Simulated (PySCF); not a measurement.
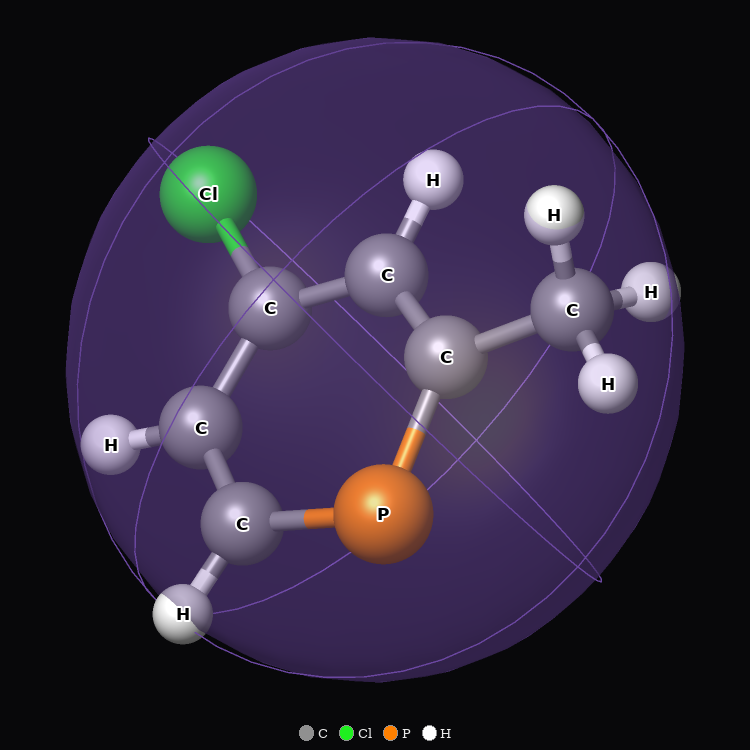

The ellipsoid shows the static dipole polarisability: its half-axes are proportional to the principal values. The geometry was computed by an optimisation with GFN2-xTB. No frequency run is at hand to confirm it as a minimum. Method: B3LYP/def2-SVPD (PySCF 2.14.0).

How large and how anisotropic is the polarisability?

Answer. Principal values 67.2, 118.2, 146.3 bohr³; mean 110.6 bohr³ (16.38 Å³); anisotropy 69.4 bohr³, so the longest axis is 2.18 times the shortest.

The geometry is semi-empirical. Around P such bond lengths and angles can be off by a tenth of an ångström or more and by several degrees, and values that hang on the shape move with them.
